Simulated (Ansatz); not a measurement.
# UB2PLYP/cc-pVDZ run of GeNH3Cl (SMILES [NH2][GeH][Cl])

Aim: the electronic atomisation energy of GeNH3Cl at UB2PLYP/cc-pVDZ, from 5 runs. 

The results are computed with Ansatz 0.2.0.

72 further runs of the same task are left out: 72 set aside as unsound or not needed.

### Step 1. The system as given

GeNH3Cl has 6 atoms, charge 0, and is taken as a doublet. SMILES: `[NH2][GeH][Cl]`. The shape is that of a PBE0-D4/def2-TZVP optimisation. This is one conformer, not always the lowest.

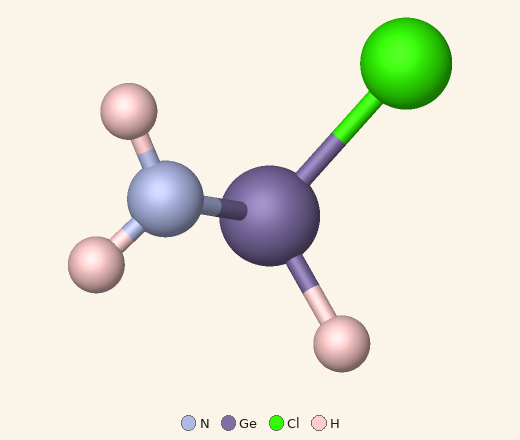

Viewed from a chosen angle; nitrogen light blue, germanium purple, chlorine green, hydrogen pink.

### Step 2. A single-point energy at UB2PLYP/cc-pVDZ

File in.yaml:

```yaml
crystal:
  periodic: [false, false, false]
  atoms:
    - {symbol: "N", position_ang: [-0.446300, 0.317900, -0.788300]}
    - {symbol: Ge, position_ang: [0.075400, -0.151000, 0.908100]}
    - {symbol: Cl, position_ang: [1.243000, -1.956900, 0.623300]}
    - {symbol: H, position_ang: [-0.984500, 1.171200, -0.861400]}
    - {symbol: H, position_ang: [-0.888700, -0.414300, -1.327200]}
    - {symbol: H, position_ang: [1.043200, 0.969100, 1.399300]}
basis:
  gaussian:
    orbitals: cc-pVDZ
magnetization:
  spin_polarized: true
  initial_magnetization: 1
hamiltonian:
  xc: {name: B2PLYP}
correlation:
  frozen_orbitals: {Cl: 5, Ge: 9, H: 0, "N": 1}
accuracy: high
output:
  orbitals: {seedname: orbitals}
```

The run is started by

```sh
$ ansatz run in.yaml --threads 1 --pin off --max-ram 3480MiB --events-out events.jsonl --progress --plain --runs-dir runs
```

What it wrote:

```text
Warning: RAYON_NUM_THREADS=1 ignored (pool sized by the plan → 1); use --threads N
Functional definition: B2PLYP
  name "B2PLYP"
  parameter a = 0.53
  parameter c = 0.27
  exchange = (1 - a)*b88_x + a*exact_x
  correlation = (1 - c)*lyp_c + c*(mp2_os + mp2_ss)
1672 factors; integrals over basis functions are off by at most 4.7e-9 eV
mean field evaluation 1: about -70555.2637 eV, gradient 3.0e1 eV
mean field evaluation 2: about -70555.2698 eV, gradient 3.0e1 eV
mean field evaluation 4: about -70558.9888 eV, gradient 2.9e0 eV
mean field evaluation 8: about -70559.0474 eV, gradient 1.0e-1 eV
mean field evaluation 16: about -70559.0476 eV, gradient 2.3e-4 eV
mean field -70559.04762294 eV, -2592.9971735026 hartree, gradient 4.5e-8 eV, S^2 0.757350; 0 other end points of the search recorded, 0 dependent functions left out
15 core orbitals not correlated: weight in the atoms' cores, before any rotation towards them, 1.000 or more for the frozen orbitals, at most 0.000 for the correlated occupied ones
reference -70559.04764580 eV, -2592.9971743427 hartree; 15, 14 occupied and 44, 45 virtual orbitals, 1672 factors
second order -13.65719755 eV of doubles, -0.00000000 eV of singles
Total energy: -70562.73508913 eV, -2593.1326853860 hartree
```

Run time: 15 s. Hardware: 1 thread of Arm Neoverse V1, shared host; peak memory 0.37 GiB.

### Step 3. The Cl atom, same level

File run.yaml:

```yaml
crystal:
  periodic: [false, false, false]
  atoms:
    - symbol: Cl
      position_ang: [0.000000, 0.000000, 0.000000]
basis:
  gaussian:
    orbitals: cc-pVDZ
magnetization:
  spin_polarized: true
  initial_magnetization: 1
hamiltonian:
  xc: {name: B2PLYP}
correlation:
  frozen_orbitals: {Cl: 5}
accuracy: high
```

The run is started by

```sh
$ ansatz run run.yaml --threads 1 --pin off --max-ram 3480MiB --events-out events.jsonl --progress --plain --runs-dir runs
```

What it wrote (excerpt; [...] marks lines left out):

```text
Warning: RAYON_NUM_THREADS=1 ignored (pool sized by the plan → 1); use --threads N
[... 2 set-up lines as earlier in the session ...]
[...]
141 factors; integrals over basis functions are off by at most 3.0e-9 eV
[...]
mean field -12516.25304775 eV, -459.9638156839 hartree, gradient 2.5e-9 eV, S^2 0.753110; 0 other end points of the search recorded, 0 dependent functions left out
5 core orbitals not correlated: weight in the atoms' cores, before any rotation towards them, 1.000 or more for the frozen orbitals, at most 0.000 for the correlated occupied ones
reference -12516.25306211 eV, -459.9638162114 hartree; 4, 3 occupied and 9, 10 virtual orbitals, 141 factors
second order -3.61312638 eV of doubles, -0.00000000 eV of singles
Total energy: -12517.22860623 eV, -459.9996667966 hartree
```

Run time: 0.95 s. Hardware: 1 thread of Arm Neoverse V1, shared host.

### Step 4. The Ge atom at the same level

File input.yaml:

```yaml
crystal:
  periodic: [false, false, false]
  atoms:
    - symbol: Ge
      position_ang: [0.000000, 0.000000, 0.000000]
basis:
  gaussian:
    orbitals: cc-pVDZ
correlation:
  frozen_orbitals: {Ge: 9}
hamiltonian:
  xc: {name: B2PLYP}
magnetization:
  spin_polarized: true
  initial_magnetization: 2
accuracy: high
```

Run the same way, it converges to -2076.48233 Eh (log not shown).

### Step 5. The H atom, same level

File in.yaml:

```yaml
basis:
  gaussian:
    orbitals: cc-pVDZ
crystal:
  periodic: [false, false, false]
  atoms:
    - {symbol: H, position_ang: [0.000000, 0.000000, 0.000000]}
accuracy: high
magnetization:
  spin_polarized: true
  initial_magnetization: 1
correlation:
  frozen_orbitals: {H: 0}
hamiltonian:
  xc: {name: B2PLYP}
```

Run the same way, it converges to -0.49793 Eh (log not shown).

### Step 6. The N atom, same level

File input.yaml:

```yaml
crystal:
  periodic: [false, false, false]
  atoms:
    - {symbol: N, position_ang: [0.000000, 0.000000, 0.000000]}
basis:
  gaussian: {orbitals: cc-pVDZ}
magnetization: {spin_polarized: true, initial_magnetization: 3}
correlation: {frozen_orbitals: {"N": 1}}
hamiltonian: {xc: {name: B2PLYP}}
accuracy: high
```

Run the same way, it converges to -54.54873 Eh (log not shown).

### Step 7. Summary of results

At UB2PLYP/cc-pVDZ, 15 core orbitals frozen:

```
                                                          quantity           value
                                            molecule: total energy  -2593.13269 Eh
molecule: HOMO energy (SCF part's orbitals) (highest over α and β)        -7.01 eV
 molecule: LUMO energy (SCF part's orbitals) (lowest over α and β)        -1.58 eV
                                                    molecule: ⟨S²⟩           0.757
                                             Cl atom: total energy   -459.99967 Eh
                                                     Cl atom: ⟨S²⟩           0.753
                                             Ge atom: total energy  -2076.48233 Eh
                                                     Ge atom: ⟨S²⟩           2.004
                                              H atom: total energy     -0.49793 Eh
                                                      H atom: ⟨S²⟩           0.750
                                              N atom: total energy    -54.54873 Eh
                                                      N atom: ⟨S²⟩           3.753
                                     electronic atomisation energy       16.549 eV
```

**Reading.** Taking the molecule apart into free atoms costs 16.55 eV (382 kcal/mol), before zero-point energy and without spin-orbit coupling.
